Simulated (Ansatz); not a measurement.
Input file:

```
crystal:
  periodic: [false, false, false]
  atoms:
    - { symbol: Al, position_ang: [0.037486, -0.453441, -0.447221] }
    - { symbol: H, position_ang: [-0.000527, -0.068295, 2.285745] }
    - { symbol: H, position_ang: [1.43242, 0.291738, -0.652036] }
    - { symbol: H, position_ang: [-1.406193, 0.131547, -0.827787] }
    - { symbol: O, position_ang: [0.177391, -2.086568, 0.224337] }
    - { symbol: H, position_ang: [-0.634676, -2.622097, 0.30561] }
    - { symbol: H, position_ang: [0.0654, -0.717984, 1.965353] }
basis:
  gaussian: { orbitals: cc-pVDZ }
hamiltonian:
  xc: pbe
relax:
  f_tol: 0.03
  max_steps: 50
output:
  orbitals: {}
```

Run with:

```sh
ansatz run input.yaml --threads 1 --pin off --max-ram 2048MiB --backend cpu --events-out ev --progress --plain --runs-dir out
```

The fields are those of the run's last geometry, not of the input's.

These are results of RKS PBE/cc-pVDZ (Ansatz 0.2.0), not measurements.

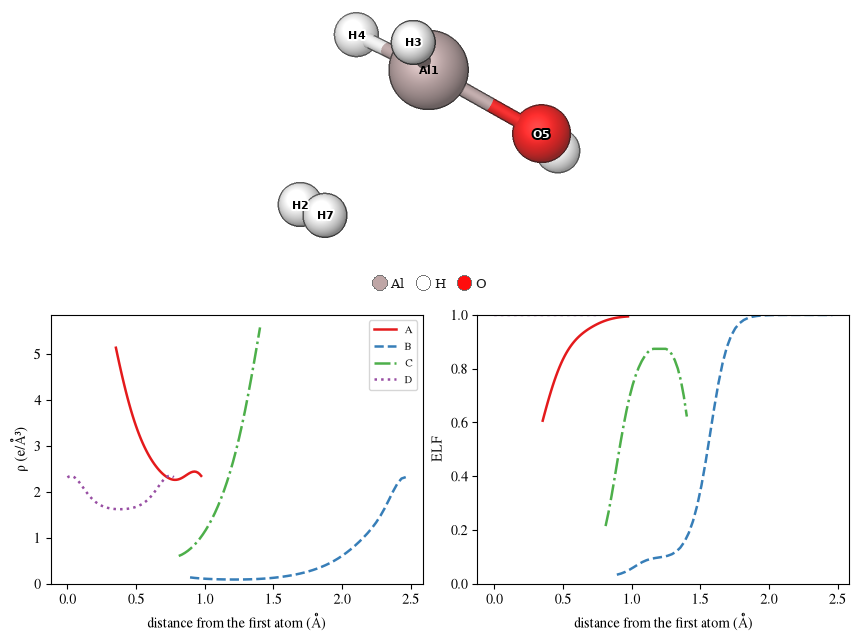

AlH3O···H2. Total electron density and electron localisation function along straight lines between neighbouring atoms. The curves leave out the atomic cores. The structure is drawn too.

Q: Which curve belongs to which contact (Al–H, Al–O, H–H and O–H)? The first atom named is at distance zero.

A: Curve A: O–H (0.97 Å): ρ at the midpoint is about 3.5 e/Å³; the ELF climbs to about 1 towards the hydrogen, as it does in any bond to H: a covalent bond by its length. Curve B: Al1···H7 (2.46 Å): the density falls to about 0.09 e/Å³ on the way; the ELF climbs to about 1 towards the hydrogen. Curve C: Al–O (1.75 Å): ρ is about 0.71 e/Å³ halfway; the ELF peaks at about 0.85 in the valence shell of O, 0.6 Å from its nucleus, and is about 0.40 at the midpoint. Curve D: H–H (0.77 Å): the density is about 1.6 e/Å³ at the midpoint; the ELF peaks at about 1 between the atoms.
